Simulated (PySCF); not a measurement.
**C$_{5}$H$_{10}$ClNSi: density, localisation and related maps**

The calculation's input:

```
{"job": {"kind": "nmr", "xc": "PBE0", "basis": "pcSseg-1"}, "charge": 0, "multiplicity": 1}
C     -2.791442     0.611562    -0.496976
C     -1.675717     0.277873     0.485473
C     -0.358290    -0.015657    -0.235358
Si     1.071528    -0.433188     0.944613
Cl     0.683847    -2.148265     1.950070
C      2.674647    -0.745133    -0.071255
C      3.042381     0.417932    -0.814253
N      3.313671     1.362215    -1.400501
H     -3.716439     0.823381     0.033678
H     -2.968253    -0.221939    -1.173351
H     -2.528444     1.485087    -1.089558
H     -1.535685     1.116491     1.170320
H     -1.964914    -0.590023     1.081736
H     -0.522742    -0.838923    -0.936521
H     -0.086359     0.851281    -0.841008
H      1.322142     0.632179     1.915305
H      3.498000    -1.005993     0.595353
H      2.533310    -1.572562    -0.769412
```

Launched as:

```sh
OMP_NUM_THREADS=1 python probes_run.py task.json out
```

Geometry: GFN2-xTB.

Theory: PBE0/pcSseg-1, SCF density, gas phase, non-relativistic (PySCF).

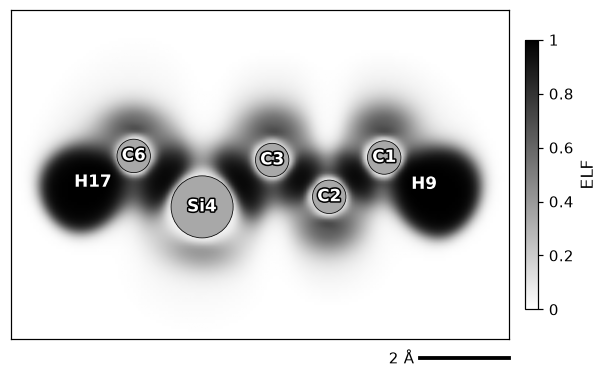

Figure 1. ELF on the plane of atoms C2, C1 and H9. Grey discs cover the atomic cores.

### Describe what can be read from this map.

Atoms in the plane: C, Si and H.
C–Si (1.90 Å): the ELF peaks at about 0.95 between the atoms (a shared electron pair).
C–H (1.09 Å): the ELF climbs to about 1 towards the hydrogen, as it does in any bond to H (an ordinary covalent bond to hydrogen).
C–C (1.52 Å): the ELF peaks at about 0.95 between the atoms: a shared electron pair.

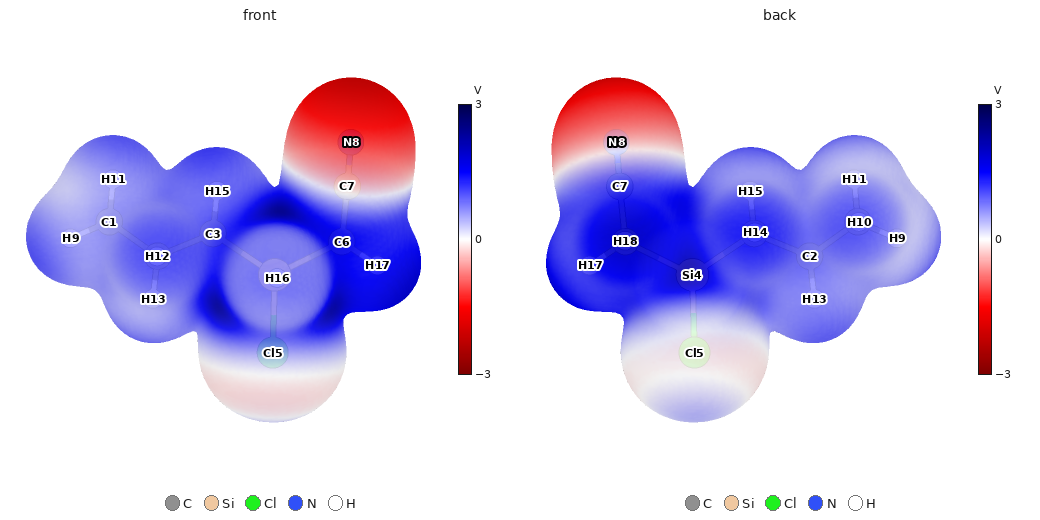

Figure 2. The electrostatic potential painted on the density surface at 0.004 e/bohr³, seen from the front and from behind; red is negative and blue positive.

### Describe the electrostatic potential map.

The most negative region (about −2.1 V) lies over N8, the most positive (about +2.2 V) over Si4. Cl5 shows a σ-hole: about +0.5 V at the tip opposite its bond, against about 0.0 V on its flanks. N8 is the likeliest acceptor of a hydrogen bond.

### How polar is the molecule by this calculation?

Its dipole moment is 2.67 D.
